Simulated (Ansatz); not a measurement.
```sh
ansatz run in.yaml --threads 2 --pin off --events-out ev --progress --plain --max-ram 4352MiB
```

```yaml
crystal:
  periodic: [false, false, false]
  atoms:
    - {symbol: Si, position_ang: [-1.100314, 1.118329, -1.440277]}
    - {symbol: Si, position_ang: [0.512317, -0.530681, -0.938857]}
    - {symbol: Si, position_ang: [1.426403, -0.750937, 1.048562]}
    - {symbol: H, position_ang: [-2.283791, 0.380817, -1.931534]}
    - {symbol: H, position_ang: [-0.439253, 1.945173, -2.473813]}
    - {symbol: H, position_ang: [-1.315074, 1.828078, -0.160819]}
    - {symbol: H, position_ang: [-0.054976, -1.361502, 0.467303]}
    - {symbol: H, position_ang: [2.212657, -1.951830, 1.387820]}
    - {symbol: H, position_ang: [0.834707, -1.702439, -1.785091]}
    - {symbol: H, position_ang: [1.005311, 0.151671, 2.135620]}
basis:
  gaussian: {orbitals: def2-TZVPP}
total_charge: 1
hamiltonian: {xc: {name: B3LYP}, dispersion: d4}
```

Work out the structure from the coordinates.

It has 10 atoms: 3 silicon and 7 hydrogen (Si3H7(+)). This geometry has C1 symmetry. Coordination, clear cases only: 1 Si tetrahedral; 1 Si trigonal planar.

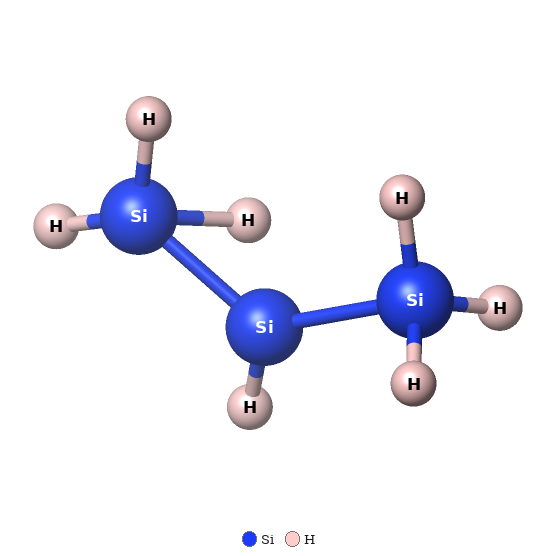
